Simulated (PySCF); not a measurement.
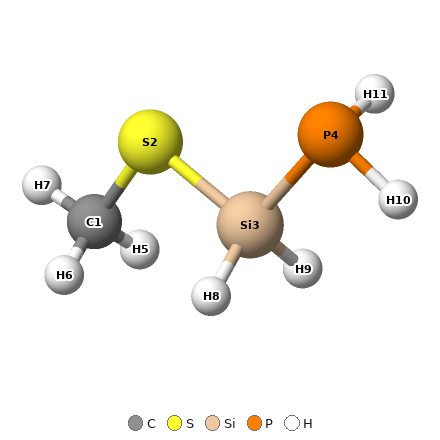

CH₇PSSi, SMILES CS[SiH2]P. Vertical core-electron binding energies by ΔSCF (HF, pcX-2 on the ionised atom, pcseg-1 elsewhere, spin-free X2C; PySCF 2.14.0, at a PBE0-D3(BJ)/def2-SVP geometry (no frequency check)), gas phase, against the vacuum level. One atom of each kind was ionised; within a panel, areas follow the number of like atoms and 2j + 1 (2p levels are split by first-order spin-orbit coupling, an approximation), Gaussians of 1.0 eV full width. Only the regions named are shown. Lines closer than the width merge in the curve.

Predict the Si 2p photoelectron lines.

```
   level  atoms  binding energy (eV)
Si 2p1/2    Si3                107.1
Si 2p3/2    Si3                106.5
```

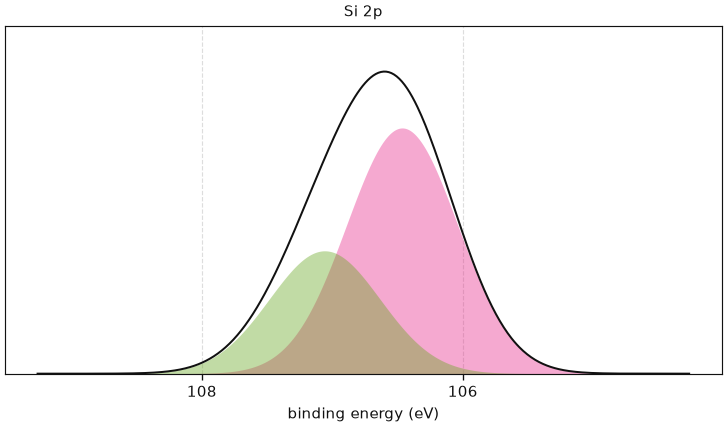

Caveats: one conformer of a flexible molecule.
